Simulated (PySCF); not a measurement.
SMILES [NH2][InH][Br] (H3BrInN), CAM-B3LYP/def2-SVP optimised geometry. Atoms within 1.6 Å of the plane z = 1.2 Å (x, y, z in Å): In1 (0.28, 0.18, 0.00), H2 (1.98, 0.18, 0.00), Br3 (-0.96, 2.34, 0.00), N4 (-0.98, -1.37, -0.01), H5 (-0.70, -2.34, 0.00), H6 (-1.98, -1.25, 0.00).

Level of theory: CAM-B3LYP/def2-TZVP, def2 effective core potentials past Kr (PySCF 2.14.0). The core electrons that the potentials of In replace are not part of the density.

Map of the log10 of the electron density (e/bohr³), floored at −4 on the plane z = 1.2 Å:

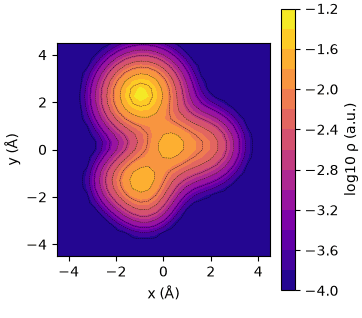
Log10 of the electron density (e/bohr³), floored at −4 on the plane z = 1.2 Å.
